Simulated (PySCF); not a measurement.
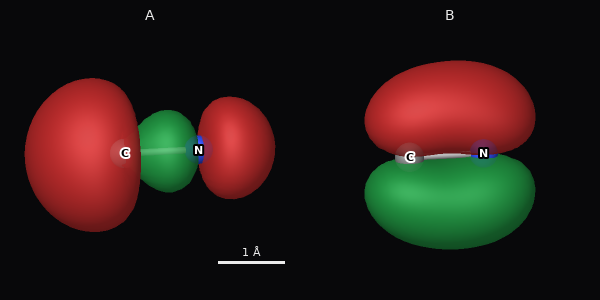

Figure 1: CN (charge −1). Two frontier orbitals, each drawn at the value that holds 80 % of its norm (green and red are the two phases), in no order; of a degenerate pair one member is drawn.

The calculation used PBE0/def2-TZVPPD, non-relativistic Hamiltonian with scalar-relativistic core potentials where named, at a bond length of 1.171 Å (PySCF).

**Name the orbitals and rank them from lowest to highest energy.**

Orbital B: π, occupied, −2.26 eV; bonding, with no node between the atoms.
Orbital A: σ, occupied, −1.33 eV; mainly on C (70 %).
